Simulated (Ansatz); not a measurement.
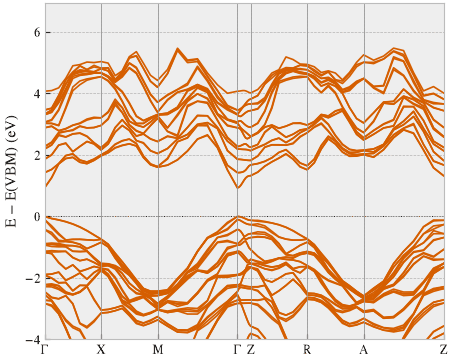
Band structure from plane-wave PAW r²SCAN with spin–orbit coupling (Ansatz code)

**Question.** Read off the gap and where the band edges lie.

**Answer.** About 0.9 eV (0.93 eV by a search for the band edges); maximum at Γ, minimum at Γ.

The material is AlInAs2 in space group P-4m2 (No. 115; Pearson symbol tP12).

The start of the workflow was typed in or built on a structure type; neither database checked (COD, Materials Project) lists it. Its standing as an ambient phase is unchecked. Symmetry was held in the r²SCAN relaxation; its stability against distortions is not shown here.

Potentials: the earlier of the program's two PAW sets. The files were generated under PBE; for other functionals the program regenerates the frozen cores, and for LDA and PBEsol the local potential too.
